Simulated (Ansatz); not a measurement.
**Frequency calculation, with input and output: SiH2OF2**

The run: frequency calculation of SiH2OF2. Method and program: RKS BHLYP-D4/def2-SVP (Ansatz 0.2.0).

It belongs to a series of runs on one base structure; here: vibrations at the highest image of the band. Figures and captions count atoms from 1; the log counts them from 0 in places.

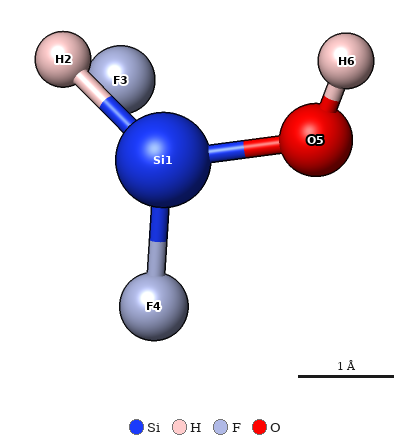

Fig. 1: The input geometry (ball-and-stick view, seen at an oblique angle; atoms are numbered from 1 in the order of the input).

Input:
```yaml
crystal:
  periodic: [false, false, false]
  atoms:
    - { symbol: Si, position_ang: [-0.353638, 0.079685, 0.316661] }
    - { symbol: H, position_ang: [0.802831, 0.164355, 1.466348] }
    - { symbol: F, position_ang: [1.525309, -0.07037, 0.562174] }
    - { symbol: F, position_ang: [-0.406027, 1.228502, -0.800386] }
    - { symbol: O, position_ang: [-0.802778, -1.246929, -0.520723] }
    - { symbol: H, position_ang: [-0.933296, -2.065242, -0.047973] }
basis:
  gaussian: { orbitals: def2-SVP }
hamiltonian:
  xc: { name: BHLYP }
  dispersion: d4
phonons: {}
```

Run on 1 thread of Arm Neoverse V2, 24 GiB of memory available, shared host.

Launch command:
```bash
ansatz run input.yaml --threads 1 --pin off --max-ram 2048MiB --backend cpu --events-out ev --progress --plain --runs-dir out
```

Log:
```
Engine: ansatz 0.2.0, aarch64-unknown-linux-gnu
Functional definition: BHLYP
  parameter a = 0.5
  exchange = (1 - a)*b88_x + a*exact_x
  correlation = lyp_c
700 factors; integrals over basis functions are off by at most 3.8e-4 eV
mean field evaluation 1: about -15375.2646 eV, gradient 5.4e1 eV
mean field evaluation 2: about -15373.1851 eV, gradient 6.5e1 eV
mean field evaluation 4: about -15380.0866 eV, gradient 1.9e0 eV
mean field evaluation 8: about -15380.1069 eV, gradient 1.4e-1 eV
mean field evaluation 16: about -15380.1069 eV, gradient 6.5e-5 eV
mean field -15380.10691127 eV, -565.2085039785 hartree, gradient 6.5e-5 eV, S^2 0.000000; 0 other end points of the search recorded, 0 dependent functions left out
the calculation of the forces begins
reference -15380.10703852 eV, -565.2085086548 hartree; 21, 21 occupied and 49, 49 virtual orbitals, 700 factors
these checks for a lower state are left out or cut short: stability, starts, cluster_reference, orbital_swaps, neighbouring_geometries, increment
700 factors; integrals over basis functions are off by at most 3.8e-4 eV
mean field -15380.10690137 eV, -565.2085036145 hartree, gradient 2.8e-6 eV, S^2 0.000000; 0 other end points of the search recorded, 0 dependent functions left out
[... from here on the field's lines of each further geometry are left out, up to the last ...]
the calculation of the forces begins
reference -15380.10699446 eV, -565.2085070354 hartree; 21, 21 occupied and 49, 49 virtual orbitals, 700 factors
these checks for a lower state are left out or cut short: stability, starts, cluster_reference, orbital_swaps, neighbouring_geometries, increment
700 factors; integrals over basis functions are off by at most 3.8e-4 eV
mean field -15380.10686467 eV, -565.2085022656 hartree, gradient 1.7e-6 eV, S^2 0.000000; 0 other end points of the search recorded, 0 dependent functions left out
the calculation of the forces begins
reference -15380.10699193 eV, -565.2085069425 hartree; 21, 21 occupied and 49, 49 virtual orbitals, 700 factors
WARN: phonons: modes at or below zero, which the zero-point energy, F, S and C_V leave out: 1, the lowest at -1516.65 cm⁻¹. A minimum has none, and a first-order saddle one
Total energy: -15380.21293303 eV, -565.2124002062 hartree
Atom 0 at    -0.353638     0.079685     0.316661 Å, force     0.000075    -0.000007     0.000181 eV/Å
Atom 1 at     0.802831     0.164355     1.466348 Å, force    -0.000007    -0.000021    -0.000014 eV/Å
Atom 2 at     1.525309    -0.070370     0.562174 Å, force    -0.000105     0.000008    -0.000041 eV/Å
Atom 3 at    -0.406027     1.228502    -0.800386 Å, force     0.000014     0.000019    -0.000097 eV/Å
Atom 4 at    -0.802778    -1.246929    -0.520723 Å, force     0.000011     0.000011     0.000000 eV/Å
Atom 5 at    -0.933296    -2.065242    -0.047973 Å, force     0.000012    -0.000010    -0.000028 eV/Å
Dipole moment:    -0.198217    -0.384782     0.466028 e Å
Vibrations: -1516.65 183.11 245.99 349.94 366.59 622.23 669.99 781.27 923.84 979.39 1946.63 4040.19 cm⁻¹, zero-point energy 0.688681 eV
```

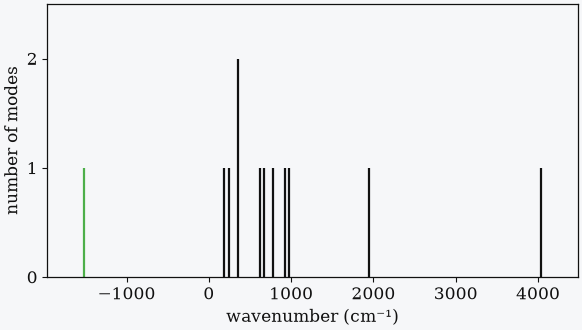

Fig. 2: Harmonic vibrational wavenumbers from the force constants; neighbouring modes closer than 25 cm⁻¹ are counted in one stick, and imaginary ones are drawn at negative wavenumbers. 12 modes from 1517i to 4040 cm⁻¹, 1 imaginary beyond 8i (1517i cm⁻¹): a first-order saddle point, if the geometry is stationary.

Results in brief:

| quantity | value |
| --- | --- |
| outcome | converged |
| total energy | −15380.2129 eV |
| mean-field energy | −15380.1070 eV |
| largest force (length of the vector) | under 0.001 eV/Å |
| wall time | 37 s |
| peak memory | 0.12 GiB |
